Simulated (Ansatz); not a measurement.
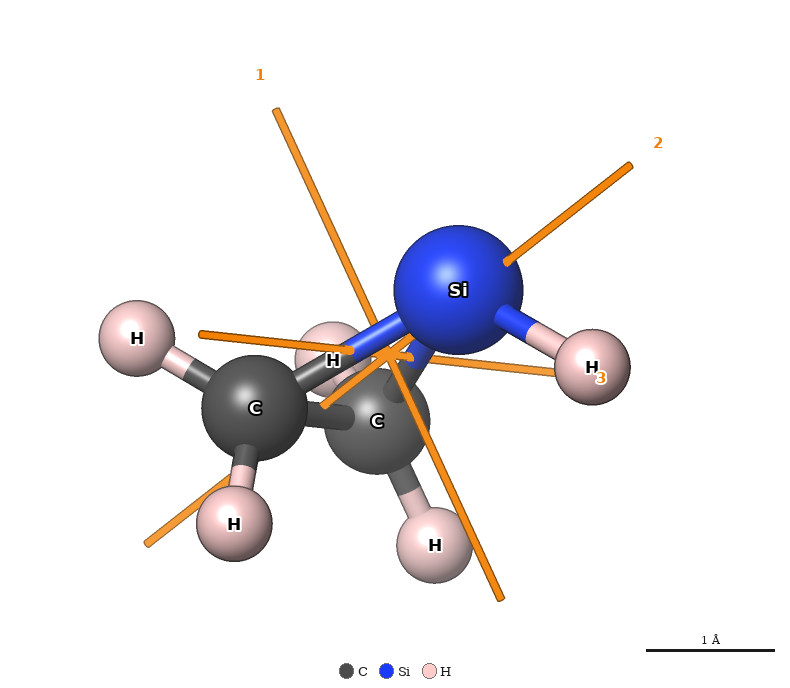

The three principal axes of inertia are drawn and numbered. Distant atoms are faded towards the background colour. Charge 0, doublet. The geometry was computed by an optimisation with PBE0-D4/def2-TZVP. No frequency run is at hand to confirm it as a minimum. Masses are those of the most abundant isotopes; constants are for the rigid equilibrium geometry.

Question: Which line is the a axis (least moment of inertia), which b and which c?

Answer: a is line 2, b is line 3, c is line 1; the moments are 25.5, 50.2, 66.1 u Å².

Question: What kind of rotor is it, and what are its rotational constants in MHz?

Answer: An asymmetric top (Cs): A = 19787, B = 10071, C = 7645 MHz. Ray's parameter κ is −0.60, nearer the prolate limit.
